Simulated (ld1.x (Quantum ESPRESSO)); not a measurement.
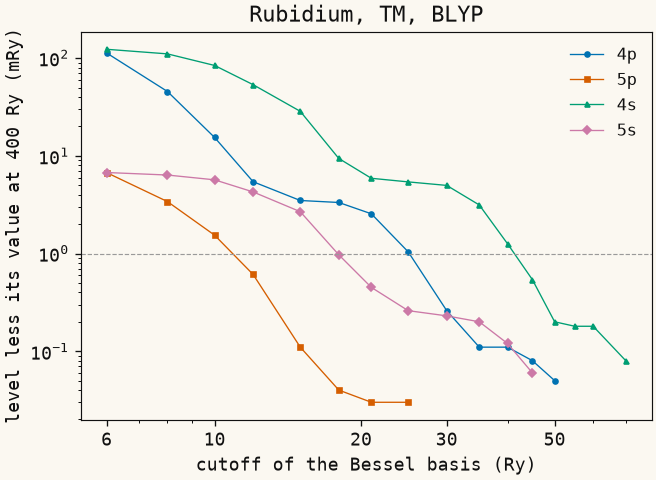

The pseudo-atom Hamiltonian at the reference potential is diagonalised in spherical Bessel functions (20 bohr box) up to the cutoff. Curves: distance of each valence level from its value at 400 Ry.

- Element: Rb
- Generator: ld1.x (Quantum ESPRESSO) 7.5
- Type: norm-conserving Troullier–Martins (Kleinman–Bylander form)
- Functional: BLYP
- Relativity: scalar-relativistic
- Frozen core: [Ar] 3d10
- Valence charge: 9
- Reference configuration: 4s2 4p6 5s1 5p0
- Partial waves: 4p (bound): rc 2.00 bohr; 4d channel at 0.5 Ry: rc 2.10 bohr; 4s (bound): rc 1.90 bohr
- Local potential: the s channel
- Core correction: none

From which cutoff is the occupation-weighted sum of levels good to 10 mRy, and to 1 mRy?

Answer. 35 Ry and 50 Ry, on the ladder of cutoffs that was run.

At which cutoff does each level come within 1 mRy for good?

Answer. 4p: 30 Ry; 5p: 12 Ry; 4s: 45 Ry; 5s: 18 Ry.

Which occupied shell is the hardest?

Answer. 4s: its level needs 45 Ry to come within 1 mRy, against 30 Ry for 4p.
